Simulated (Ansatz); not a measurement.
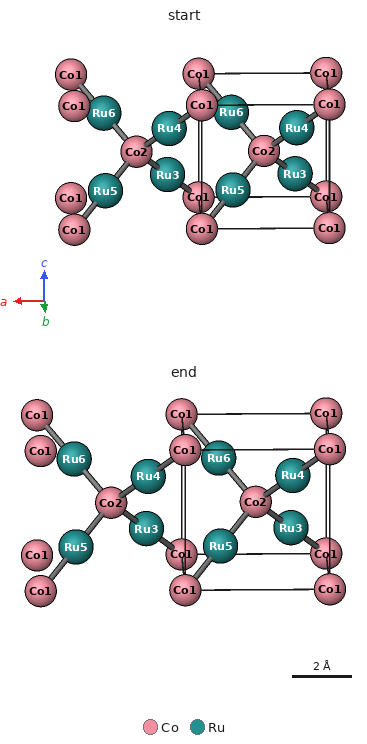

The structure of a crystal of CoRu2 (built on the cuprite_224 type) (coarse preliminary run) before (top) and after (bottom) a relaxation, at one scale.

A ball-and-stick model of the cell of the calculation, repeated 2 × 1 × 1 with one cell outlined, seen from a free direction.

Case: cuprite type (Pn-3m, No. 224).

Computed with DFT PBE, scalar-relativistic, plane waves, PAW (Ansatz).

The input:
```yaml
crystal:
  lattice:
    - [4.3312847741, 0.0, 0.0]
    - [0.0, 4.3312847741, 0.0]
    - [0.0, 0.0, 4.3312847741]
  atoms:
    - { symbol: Co, position: [0.0, 0.0, 0.0], spin: 0.24 }
    - { symbol: Co, position: [0.5, 0.5, 0.5], spin: 0.24 }
    - { symbol: Ru, position: [0.25, 0.25, 0.25], spin: 0.23 }
    - { symbol: Ru, position: [0.25, 0.75, 0.75], spin: 0.23 }
    - { symbol: Ru, position: [0.75, 0.75, 0.25], spin: 0.23 }
    - { symbol: Ru, position: [0.75, 0.25, 0.75], spin: 0.23 }
basis:
  ecutwfc: 420
kpoints:
  mp_grid: { grid: [4, 4, 4] }
hamiltonian:
  xc: pbe
scf:
  occupations: { method: gaussian, width: 0.1 }
  lower_state_search: "off"
output:
  forces: true
  stress: true
  eigenvalues: true
  populations: true
magnetization:
  spin_polarized: true
relax:
  adjacent_minimum: "off"
  f_tol: 0.04
  max_steps: 70
  cell: { stress_tol: 0.4 }
```

Launched with:
```bash
ansatz run input.yaml --threads 1 --pin off --max-ram 2560MiB --backend cpu --events-out ev --progress --plain --runs-dir out
```

### What changed between the two?

The atoms keep their places relative to the cell (all moves are under 0.005 Å). The drawn cell changes as follows: a = b = c 4.331 → 4.909 Å (+13.3 %); the volume changes by +45.6 %. Among the contacts that change: Co1–Ru3 1.876 → 2.126 Å. The space group stays Pn-3m (No. 224). The energy falls by 8.335 eV per cell of the calculation in 6 accepted moves (8 points after the start). All forces vanish by symmetry, so only the cell relaxes. The pressure goes from 102.66 to 0.03 GPa. At 2 points the geometry stayed and the basis and grid were re-selected for the new cell (energy shift of 0.320 eV per cell of the calculation at most each time).
